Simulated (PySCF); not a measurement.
# ZrS₂⁻: one geometry, several methods

How much do the numbers for ZrS₂⁻ (doublet) hang on the method? All levels run at one geometry, the PBE0 minimum.

The runs use PySCF 2.14.0; several methods, basis Zr def2-SVPD with ECP28, S def2-SVPD, scalar-relativistic core potentials, no spin–orbit coupling, density fitting.

## Step 1: The starting structure

3 atoms, charge -1, spin multiplicity 2.

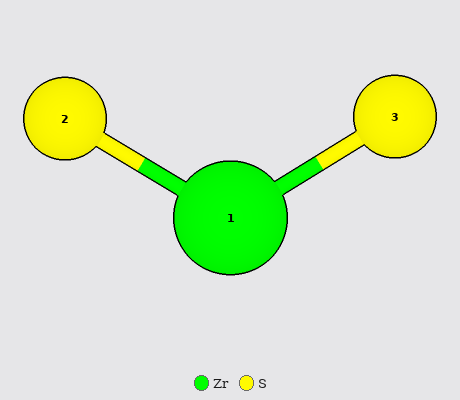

The starting geometry (zirconium green, sulfur yellow); atoms are numbered from 1 in the order of the file.

Z-matrix (Å, degrees; charge -1 multiplicity 2):
```
Zr
S  1 2.2644
S  1 2.2644 2 117.42
```

## Step 2: Density, ELF and potential

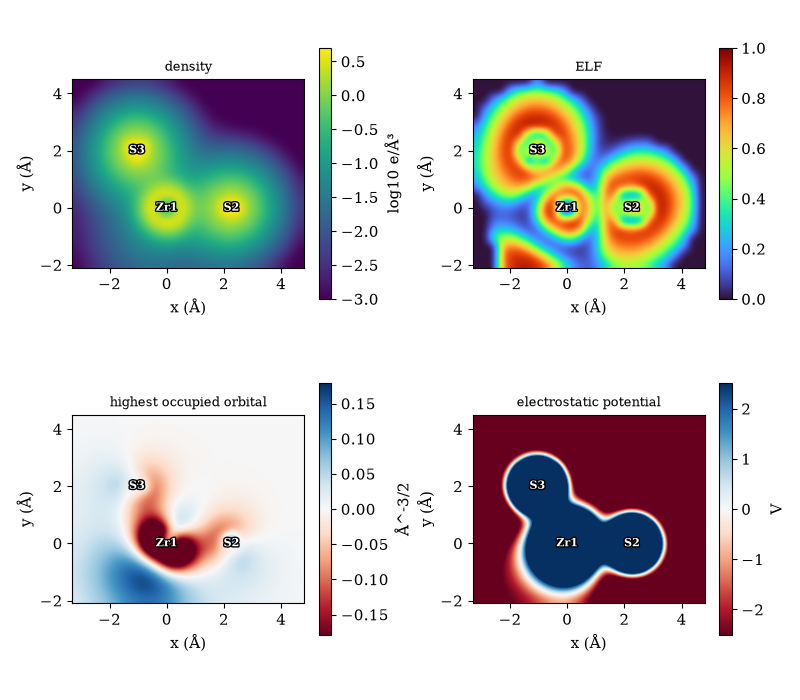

The plane holds Zr1 at (0.00, 0.00), S2 at (2.26, 0.00), S3 at (-1.04, 2.01) Å. ELF is set to 0 where the density is under 0.005 e/Å³; an orbital's overall sign is arbitrary. The potential's colours end at ±2.5 V. Electrons inside core potentials are absent.

Making the fields needed 0.7 s of wall time on 2 threads of Arm Neoverse V2, shared host.

## Step 3: PBE0

The steps are one call of a driver around PySCF; scf.py gives each level's set-up. Each SCF starts from the density of the minimum. The driver also runs the species with one electron less or more at the same geometry; their logs are not shown.

Contents of scf.py:

```python
from pyscf import gto, scf, dft
mol = gto.M(atom='''
Zr     0.000000    -0.489171     0.000000
S     -0.000000     0.686896     1.935067
S      0.000000     0.686896    -1.935067''',
    basis={'Zr': 'def2-SVPD', 'S': 'def2-SVPD'},
    ecp={'Zr': 'def2-SVPD'},
    charge=-1, spin=1)
mf = dft.UKS(mol, xc='PBE0')
mf.grids.atom_grid = (75, 302)
aux = {'Zr': 'def2-universal-JKFIT', 'S': 'def2-universal-JKFIT'}
mf = mf.density_fit(auxbasis=aux)
mf.conv_tol = 1e-08
mf.diis_space = 10
mf.max_cycle = 60
mf.verbose = 4
mf.kernel()
```

Launch:

```console
$ OMP_NUM_THREADS=2 python axn.py task.json out
```

Standard output:

```text
init E= -843.038545688606
[... the frontier-level lines of each cycle are left out ...]
cycle= 1 E= -843.038545688467  delta_E= 1.39e-10  |g|= 1.78e-05  |ddm|= 3.86e-05
Extra cycle  E= -843.038545686873  delta_E= 1.59e-09  |g|= 5.15e-05  |ddm|= 9.18e-05
converged SCF energy = -843.038545686873  <S^2> = 0.75652531  2S+1 = 2.0065147
```

This level, with the species of one electron less or more, took 1 s.

| Quantity | Value |
| --- | --- |
| energy | -843.038546 Eh |
| one electron less (charge +0) | -842.953951 Eh (singlet, ⟨S²⟩ 0.00) |
| Mulliken charge of Zr1 | +0.52 e |

## Step 4: HF

scf.py, as its differences from that of step 3:

```diff
@@ -9,2 +9 @@
-mf = dft.UKS(mol, xc='PBE0')
-mf.grids.atom_grid = (75, 302)
+mf = scf.UHF(mol)
```

Standard output:

```text
init E= -841.445297511987
[... the frontier-level lines of each cycle are left out ...]
cycle= 1 E= -841.462340832117  delta_E= -0.017  |g|= 0.0958  |ddm|= 0.347
cycle= 2 E= -841.463555135859  delta_E= -0.00121  |g|= 0.0846  |ddm|= 0.315
cycle= 3 E= -841.46876128696  delta_E= -0.00521  |g|= 0.0142  |ddm|= 0.124
cycle= 4 E= -841.469246868761  delta_E= -0.000486  |g|= 0.00628  |ddm|= 0.0804
cycle= 5 E= -841.469461213911  delta_E= -0.000214  |g|= 0.00504  |ddm|= 0.0406
cycle= 6 E= -841.469746192391  delta_E= -0.000285  |g|= 0.00416  |ddm|= 0.0533
cycle= 7 E= -841.470041042886  delta_E= -0.000295  |g|= 0.00293  |ddm|= 0.0638
cycle= 8 E= -841.470231160124  delta_E= -0.00019  |g|= 0.00166  |ddm|= 0.0639
cycle= 9 E= -841.470284561127  delta_E= -5.34e-05  |g|= 0.000909  |ddm|= 0.0371
cycle= 10 E= -841.4702959315  delta_E= -1.14e-05  |g|= 0.000539  |ddm|= 0.017
cycle= 11 E= -841.470298720562  delta_E= -2.79e-06  |g|= 0.000328  |ddm|= 0.00685
cycle= 12 E= -841.470299740108  delta_E= -1.02e-06  |g|= 0.000201  |ddm|= 0.00329
cycle= 13 E= -841.470300162006  delta_E= -4.22e-07  |g|= 0.000106  |ddm|= 0.00261
cycle= 14 E= -841.470300229878  delta_E= -6.79e-08  |g|= 6.37e-05  |ddm|= 0.000797
cycle= 15 E= -841.470300243536  delta_E= -1.37e-08  |g|= 2.5e-05  |ddm|= 0.00063
cycle= 16 E= -841.470300246367  delta_E= -2.83e-09  |g|= 1.18e-05  |ddm|= 0.000148
Extra cycle  E= -841.470300246745  delta_E= -3.78e-10  |g|= 8.59e-06  |ddm|= 2.72e-05
converged SCF energy = -841.470300246745  <S^2> = 0.76542391  2S+1 = 2.0153649
```

This level, with the species of one electron less or more, took 1 s.

```
energy                        : -841.470300 Eh
one electron less (charge +0) : -841.388407 Eh (singlet, ⟨S²⟩ 0.00)
Mulliken charge of Zr1        : +0.92 e
```

## Step 5: PBE

scf.py, as its differences from that of step 4:

```diff
@@ -9 +9,2 @@
-mf = scf.UHF(mol)
+mf = dft.UKS(mol, xc='PBE')
+mf.grids.atom_grid = (75, 302)
```

Standard output:

```text
init E= -843.004709721388
[... the frontier-level lines of each cycle are left out ...]
cycle= 1 E= -842.991445281904  delta_E= 0.0133  |g|= 0.157  |ddm|= 0.273
cycle= 2 E= -842.781521816245  delta_E= 0.21  |g|= 0.529  |ddm|=  1.5
cycle= 3 E= -843.006668520624  delta_E= -0.225  |g|= 0.0406  |ddm|= 1.31
cycle= 4 E= -843.007490319415  delta_E= -0.000822  |g|= 0.0213  |ddm|= 0.0434
cycle= 5 E= -843.007720821384  delta_E= -0.000231  |g|= 0.00888  |ddm|= 0.0254
cycle= 6 E= -843.007777121298  delta_E= -5.63e-05  |g|= 0.0016  |ddm|= 0.0174
cycle= 7 E= -843.007779017373  delta_E= -1.9e-06  |g|= 0.000123  |ddm|= 0.00226
cycle= 8 E= -843.007779027883  delta_E= -1.05e-08  |g|= 5.34e-05  |ddm|= 0.000409
cycle= 9 E= -843.007779029898  delta_E= -2.01e-09  |g|= 2.04e-05  |ddm|= 0.000125
Extra cycle  E= -843.007779023977  delta_E= 5.92e-09  |g|= 9.39e-05  |ddm|= 0.000208
converged SCF energy = -843.007779023977  <S^2> = 0.75638279  2S+1 = 2.0063726
```

This level, with the species of one electron less or more, took 2.9 s.

- energy: -843.007779 Eh
- one electron less (charge +0): -842.927171 Eh (singlet, ⟨S²⟩ 0.00)
- Mulliken charge of Zr1: +0.37 e

## Step 6: B3LYP

scf.py, as its differences from that of step 5:

```diff
@@ -9 +9 @@
-mf = dft.UKS(mol, xc='PBE')
+mf = dft.UKS(mol, xc='B3LYP')
```

Standard output:

```text
init E= -843.376109054447
[... the frontier-level lines of each cycle are left out ...]
cycle= 1 E= -843.377210138742  delta_E= -0.0011  |g|= 0.0104  |ddm|= 0.19
cycle= 2 E= -843.377195700141  delta_E= 1.44e-05  |g|= 0.0116  |ddm|= 0.0559
cycle= 3 E= -843.377224311613  delta_E= -2.86e-05  |g|= 0.00973  |ddm|= 0.0309
cycle= 4 E= -843.377287466102  delta_E= -6.32e-05  |g|= 0.000781  |ddm|= 0.0116
cycle= 5 E= -843.377288458132  delta_E= -9.92e-07  |g|= 0.000524  |ddm|= 0.00287
cycle= 6 E= -843.377288995843  delta_E= -5.38e-07  |g|= 0.000195  |ddm|= 0.0022
cycle= 7 E= -843.377289120771  delta_E= -1.25e-07  |g|= 0.000101  |ddm|= 0.00115
cycle= 8 E= -843.377289146054  delta_E= -2.53e-08  |g|= 1.84e-05  |ddm|= 0.000602
cycle= 9 E= -843.37728914749  delta_E= -1.44e-09  |g|= 6.52e-06  |ddm|= 0.000172
Extra cycle  E= -843.377289147564  delta_E= -7.46e-11  |g|= 9.55e-06  |ddm|= 4.09e-05
converged SCF energy = -843.377289147564  <S^2> = 0.75352284  2S+1 = 2.0035197
```

This level, with the species of one electron less or more, needed 2.2 s of wall time on 2 threads of Arm Neoverse V2, shared host.

```
energy                        : -843.377289 Eh
one electron less (charge +0) : -843.291615 Eh (singlet, ⟨S²⟩ 0.00)
Mulliken charge of Zr1        : +0.48 e
```

## Step 7: r2SCAN

scf.py, as its differences from that of step 6:

```diff
@@ -9,2 +9,2 @@
-mf = dft.UKS(mol, xc='B3LYP')
-mf.grids.atom_grid = (75, 302)
+mf = dft.UKS(mol, xc='R2SCAN')
+mf.grids.atom_grid = (90, 434)
```

Standard output:

```text
init E= -843.302946769719
[... the frontier-level lines of each cycle are left out ...]
cycle= 1 E= -843.302292500725  delta_E= 0.000654  |g|= 0.0491  |ddm|= 0.168
cycle= 2 E= -843.279324437161  delta_E= 0.023  |g|= 0.183  |ddm|= 0.322
cycle= 3 E= -843.303865117733  delta_E= -0.0245  |g|= 0.00815  |ddm|= 0.263
cycle= 4 E= -843.303909148675  delta_E= -4.4e-05  |g|= 0.00285  |ddm|= 0.00974
cycle= 5 E= -843.303916226819  delta_E= -7.08e-06  |g|= 0.000363  |ddm|= 0.00731
cycle= 6 E= -843.303916632112  delta_E= -4.05e-07  |g|= 0.000233  |ddm|= 0.00354
cycle= 7 E= -843.303916698604  delta_E= -6.65e-08  |g|= 6.67e-05  |ddm|= 0.00117
cycle= 8 E= -843.303916701248  delta_E= -2.64e-09  |g|= 3.14e-05  |ddm|= 0.00019
Extra cycle  E= -843.303916699006  delta_E= 2.24e-09  |g|= 6.51e-05  |ddm|= 0.000144
converged SCF energy = -843.303916699006  <S^2> = 0.75760936  2S+1 = 2.0075949
```

This level, with the species of one electron less or more, took 5.7 s.

| Quantity | Value |
| --- | --- |
| energy | -843.303917 Eh |
| one electron less (charge +0) | -843.220871 Eh (singlet, ⟨S²⟩ 0.00) |
| Mulliken charge of Zr1 | +0.55 e |

## Step 8: TPSSh

scf.py, as its differences from that of step 7:

```diff
@@ -9 +9 @@
-mf = dft.UKS(mol, xc='R2SCAN')
+mf = dft.UKS(mol, xc='TPSSH')
```

Standard output:

```text
init E= -843.352735080089
[... the frontier-level lines of each cycle are left out ...]
cycle= 1 E= -843.353131960807  delta_E= -0.000397  |g|= 0.00843  |ddm|= 0.112
cycle= 2 E= -843.352727203152  delta_E= 0.000405  |g|= 0.0257  |ddm|= 0.0544
cycle= 3 E= -843.353172068545  delta_E= -0.000445  |g|= 0.00385  |ddm|= 0.0388
cycle= 4 E= -843.353181745735  delta_E= -9.68e-06  |g|= 0.000717  |ddm|= 0.00489
cycle= 5 E= -843.353182302581  delta_E= -5.57e-07  |g|= 0.000427  |ddm|= 0.00247
cycle= 6 E= -843.353182557423  delta_E= -2.55e-07  |g|= 9.75e-05  |ddm|= 0.00178
cycle= 7 E= -843.353182614944  delta_E= -5.75e-08  |g|= 3.94e-05  |ddm|= 0.00133
cycle= 8 E= -843.353182618541  delta_E= -3.6e-09  |g|= 1.96e-05  |ddm|= 0.000259
Extra cycle  E= -843.353182618024  delta_E= 5.16e-10  |g|= 3.85e-05  |ddm|= 0.000104
converged SCF energy = -843.353182618024  <S^2> = 0.7555589  2S+1 = 2.0055512
```

This level, with the species of one electron less or more, took 5.4 s.

| Item | Value |
| --- | --- |
| energy | -843.353183 Eh |
| one electron less (charge +0) | -843.273753 Eh (singlet, ⟨S²⟩ 0.00) |
| Mulliken charge of Zr1 | +0.52 e |

## Step 9: M06-2X

scf.py, as its differences from that of step 8:

```diff
@@ -9 +9 @@
-mf = dft.UKS(mol, xc='TPSSH')
+mf = dft.UKS(mol, xc='M062X')
```

Standard output:

```text
init E= -843.202444457951
[... the frontier-level lines of each cycle are left out ...]
cycle= 1 E= -843.203537666324  delta_E= -0.00109  |g|= 0.0506  |ddm|= 0.506
cycle= 2 E= -843.203867754063  delta_E= -0.00033  |g|= 0.06  |ddm|= 0.436
cycle= 3 E= -843.206244754332  delta_E= -0.00238  |g|= 0.0216  |ddm|= 0.145
cycle= 4 E= -843.206547683648  delta_E= -0.000303  |g|= 0.00651  |ddm|= 0.0693
cycle= 5 E= -843.206605101704  delta_E= -5.74e-05  |g|= 0.00151  |ddm|= 0.0386
cycle= 6 E= -843.206609651126  delta_E= -4.55e-06  |g|= 0.000652  |ddm|= 0.0095
cycle= 7 E= -843.206611096885  delta_E= -1.45e-06  |g|= 0.000445  |ddm|= 0.00608
cycle= 8 E= -843.206611468255  delta_E= -3.71e-07  |g|= 0.000425  |ddm|= 0.00501
cycle= 9 E= -843.206611781786  delta_E= -3.14e-07  |g|= 0.000111  |ddm|= 0.00307
cycle= 10 E= -843.206611828481  delta_E= -4.67e-08  |g|= 4.47e-05  |ddm|= 0.000869
cycle= 11 E= -843.206611839206  delta_E= -1.07e-08  |g|= 2.17e-05  |ddm|= 0.000439
cycle= 12 E= -843.206611842422  delta_E= -3.22e-09  |g|= 1.19e-05  |ddm|= 0.000272
Extra cycle  E= -843.206611843181  delta_E= -7.59e-10  |g|= 8.63e-06  |ddm|= 7.1e-05
converged SCF energy = -843.206611843181  <S^2> = 0.75258136  2S+1 = 2.0025797
```

This level, with the species of one electron less or more, took 6.6 s.

| Property | Result |
| --- | --- |
| energy | -843.206612 Eh |
| one electron less (charge +0) | -843.112639 Eh (singlet, ⟨S²⟩ 0.00) |
| Mulliken charge of Zr1 | +0.53 e |

## Step 10: r2SCANh

scf.py, as its differences from that of step 9:

```diff
@@ -9 +9 @@
-mf = dft.UKS(mol, xc='M062X')
+mf = dft.UKS(mol, xc='HYB_MGGA_XC_R2SCANH')
```

Standard output:

```text
init E= -843.282235764785
[... the frontier-level lines of each cycle are left out ...]
cycle= 1 E= -843.282698446702  delta_E= -0.000463  |g|= 0.0091  |ddm|= 0.122
cycle= 2 E= -843.282233234943  delta_E= 0.000465  |g|= 0.0277  |ddm|= 0.0475
cycle= 3 E= -843.282767225262  delta_E= -0.000534  |g|= 0.00285  |ddm|= 0.0389
cycle= 4 E= -843.282778721928  delta_E= -1.15e-05  |g|= 0.00104  |ddm|= 0.009
cycle= 5 E= -843.282783887915  delta_E= -5.17e-06  |g|= 0.000378  |ddm|= 0.0107
cycle= 6 E= -843.282784924884  delta_E= -1.04e-06  |g|= 0.00024  |ddm|= 0.00594
cycle= 7 E= -843.28278503649  delta_E= -1.12e-07  |g|= 7.49e-05  |ddm|= 0.00185
cycle= 8 E= -843.282785042015  delta_E= -5.52e-09  |g|= 4.04e-05  |ddm|= 0.000216
Extra cycle  E= -843.282785038885  delta_E= 3.13e-09  |g|= 8.5e-05  |ddm|= 0.000189
converged SCF energy = -843.282785038885  <S^2> = 0.75728571  2S+1 = 2.0072725
```

This level, with the species of one electron less or more, needed 4.8 s of wall time on 2 threads of Arm Neoverse V2, shared host.

- energy: -843.282785 Eh
- one electron less (charge +0): -843.198033 Eh (singlet, ⟨S²⟩ 0.00)
- Mulliken charge of Zr1: +0.58 e

The dipole of an ion depends on the origin, here the centre of mass.

## Step 11: All levels side by side

| level | vertical ionisation energy (eV) | −ε(HOMO) (eV) | gap (eV) | dipole (D) | wall time |
| --- | --- | --- | --- | --- | --- |
| PBE0 | 2.30 | 0.97 | 2.45 | 4.21 | 1 s |
| HF | 2.23 | 3.04 | 6.76 | 3.75 | 1 s |
| PBE | 2.19 | 0.12 | 0.97 | 3.93 | 2.9 s |
| B3LYP | 2.33 | 0.75 | 1.96 | 4.27 | 2.2 s |
| r2SCAN | 2.26 | 0.38 | 1.25 | 4.35 | 5.7 s |
| TPSSh | 2.16 | 0.50 | 1.39 | 4.16 | 5.4 s |
| M06-2X | 2.56 | 1.85 | 1.52 | 4.29 | 6.6 s |
| r2SCANh | 2.31 | 0.69 | 1.83 | 4.45 | 4.8 s |

Times are for 2 threads of Arm Neoverse V2, shared host; PBE0 starts from its own converged density, so its time is not comparable. A dash stands where a species or a free atom was not run at that level, or the quantity is not defined.

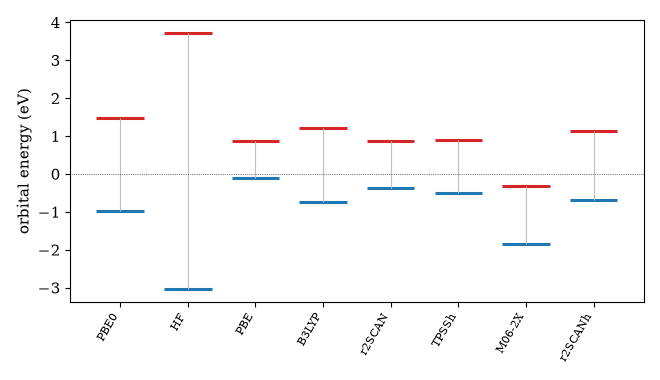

Highest occupied (blue) and lowest empty (red) levels by method.

## Step 12: Results

| quantity | value |
| --- | --- |
| vertical ionisation energy, range | 2.16 (TPSSh) to 2.56 (M06-2X) eV |
| orbital gap, range | 0.97 (PBE) to 6.76 (HF) eV |

**Reading.** The vertical ionisation energy spreads over 0.40 eV, from TPSSh to M06-2X; without a CCSD(T) value for it there is no yardstick here. This is the lowest SCF solution found for this spin; with open d or f shells other occupations or spin states may lie lower.
